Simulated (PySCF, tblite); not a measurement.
# C₅H₈NO₂ radical: geometry, infrared bands and EPR parameters

Aim: predict the infrared bands and EPR parameters of C₅H₈NO₂ radical (`[CH2]NC(=O)C1COC1`).

Computed with tblite 0.8.0 and PySCF 2.14.0, with density-fitted response routines of our own, on a single molecule in the gas phase. Atoms count from 0, in the outputs and in this text.

## (1) Starting geometry

16 atoms, charge 0, multiplicity 2; geometry from: force field or distance geometry start.

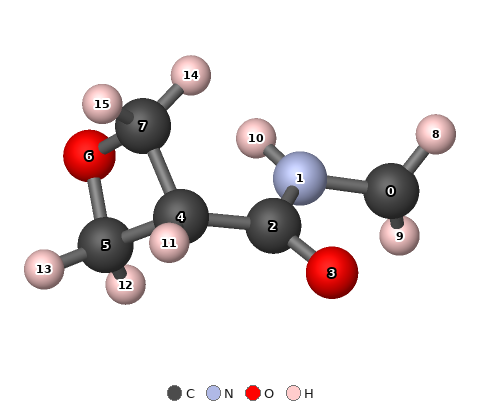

As it starts; carbon dark grey, nitrogen light blue, oxygen red, hydrogen pink, atoms numbered.

## (2) Geometry optimisation with GFN2-xTB

What the job is given:

```
{"job": {"kind": "relax", "xc": "GFN2-xTB", "basis": "xTB"}, "charge": 0, "multiplicity": 2}
C      2.792000     0.010200    -0.015400
N      1.360500     0.112700    -0.155300
C      0.579500    -0.122100     1.025200
O      1.214900    -0.379100     2.069100
C     -0.894300    -0.039800     0.972300
C     -1.607400    -0.978900     0.033300
O     -1.708600     0.004300    -0.984900
C     -1.362900     0.978000    -0.013200
H      3.359400     0.924200    -0.098700
H      3.226700    -0.902800    -0.402500
H      0.920200     0.331800    -1.056000
H     -1.419000    -0.009200     1.952000
H     -1.001500    -1.803600    -0.352200
H     -2.643600    -1.257300     0.347600
H     -0.569400     1.623200    -0.459600
H     -2.254100     1.517300     0.394500
```

The run is started by

```
OMP_NUM_THREADS=1 python probes_run.py task.json out
```

One launch serves the whole session: the jobs run in the order shown.

**Question.** This job is followed by: GFN2-xTB harmonic vibrations, gas phase; UKS B3LYP, pcH-1 on C H N O, non-relativistic, mean-field spin-orbit, GIAO. Predict these results of the whole session: strongest single infrared mode (GFN2-xTB); zero-point energy (GFN2-xTB); g(iso) (B3LYP); ⟨S²⟩; largest a(iso) (averaged by class); surface potential, least and greatest.

As calculated:

| quantity | value |
| --- | --- |
| strongest single infrared mode (GFN2-xTB) | 1699 cm⁻¹, 411 km/mol |
| zero-point energy (GFN2-xTB) | 78.4 kcal/mol |
| g(iso) (B3LYP) | 2.00295 |
| ⟨S²⟩ | 0.755 (exact 0.75) |
| largest a(iso) (averaged by class) | 13C on C0, 70.0 MHz |
| surface potential, least and greatest | -1.88 V and 1.80 V |

**Reading.** Relaxing lowered the energy by 1.421 eV in 104 steps; the close pair that moved most is C0–N1, from 1.442 to 1.350 Å. No mode is imaginary among the 42: a minimum at this level. The strongest single mode, at 1699 cm⁻¹, moves mainly C2 and O3. Unscaled tight-binding wavenumbers are off by several per cent, some by more. Its intensities can rank the bands wrongly. Most of the unpaired spin sits on C0 (0.89 e). The isotropic g lies 0.6 ppt above the free-electron value.
